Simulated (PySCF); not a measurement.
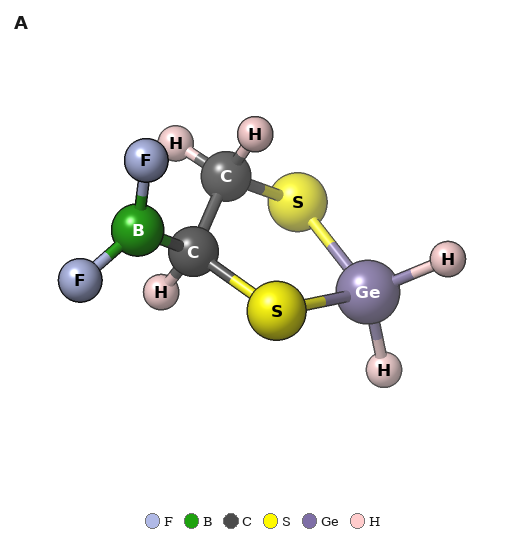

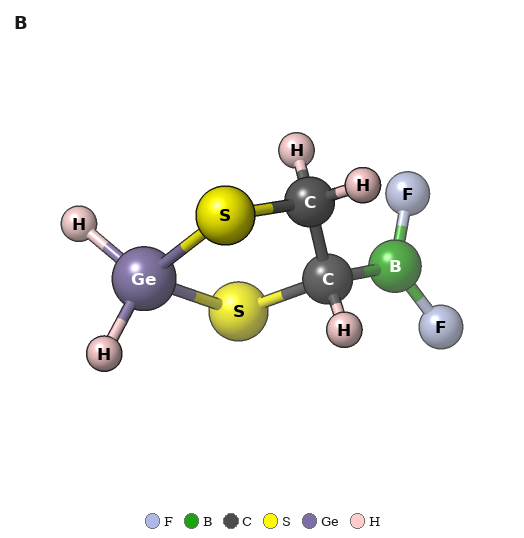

Atoms fade into the background with distance from the viewer. The computed structure is the end point of a PBE0-D3(BJ)/def2-SVP optimisation. No frequency run is at hand to confirm it as a minimum.

> How are A and B related: the same structure turned, mirror images, conformers, diastereomers or constitutional isomers?

They are the same structure, C2H5BF2GeS2 (FB(F)[C@H]1C[S][GeH2][S]1), seen from two directions: a rotation takes one into the other. The geometry is chiral (C1), so its mirror image would differ.
